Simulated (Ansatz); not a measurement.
# Y2WC6: the cost of one run

Program: Ansatz 0.2.0. Level of theory: DFT PBE, scalar-relativistic, plane waves, PAW. These are calculated values, not measurements.

## (1) The starting structure

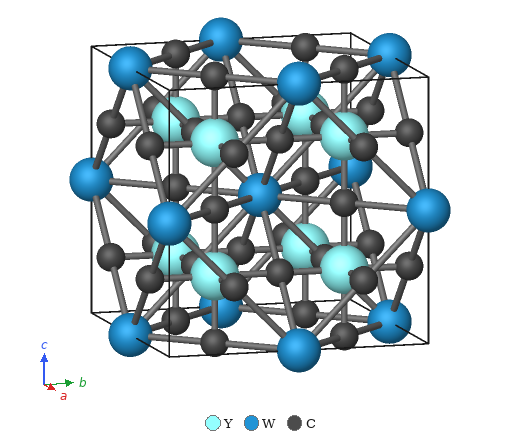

The starting structure, seen slightly off an axis (yttrium light teal, tungsten blue, carbon dark grey). Atoms on the faces are drawn again on the opposite ones. The cell drawn here is the conventional one.

Structure file:

```
CELL_PARAMETERS angstrom
0.00000 3.93636 3.93636
3.93636 0.00000 3.93636
3.93636 3.93636 0.00000
ATOMIC_POSITIONS crystal
Y 0.25000 0.25000 0.25000
Y 0.75000 0.75000 0.75000
W 0.50000 0.50000 0.50000
C 0.50000 0.00000 0.00000
C 0.00000 0.50000 0.50000
C 0.00000 0.50000 0.00000
C 0.50000 0.00000 0.50000
C 0.00000 0.00000 0.50000
C 0.50000 0.50000 0.00000
```

A structure generator made this guess: random cell by space group and Wyckoff sites (Fm-3m, No. 225). The dimensions are guesses.

## (2) A first look at the guess

Input file input.yaml:

```yaml
crystal:
  lattice:
    - [0.0, 3.93636141, 3.93636141]
    - [3.93636141, 0.0, 3.93636141]
    - [3.93636141, 3.93636141, 0.0]
  atoms:
    - { symbol: "Y", position: [0.25, 0.25, 0.25] }
    - { symbol: "Y", position: [0.75, 0.75, 0.75] }
    - { symbol: W, position: [0.5, 0.5, 0.5] }
    - { symbol: C, position: [0.5, 0.0, 0.0] }
    - { symbol: C, position: [0.0, 0.5, 0.5] }
    - { symbol: C, position: [0.0, 0.5, 0.0] }
    - { symbol: C, position: [0.5, 0.0, 0.5] }
    - { symbol: C, position: [0.0, 0.0, 0.5] }
    - { symbol: C, position: [0.5, 0.5, 0.0] }
basis:
  ecutwfc: 420
kpoints:
  mp_grid: { grid: [4, 4, 4] }
hamiltonian:
  xc: pbe
scf:
  occupations: { method: gaussian, width: 0.1 }
  lower_state_search: "off"
output:
  forces: true
  stress: true
  eigenvalues: true
```

Started as:

```sh
$ ansatz run input.yaml --threads 1 --pin off --max-ram 2048MiB --backend cpu --events-out ev --progress --plain --runs-dir out
```

What time and memory should one allow on 1 thread of Arm Neoverse V2, shared host?

About 2.2 s, with a peak of 0.38 GiB.
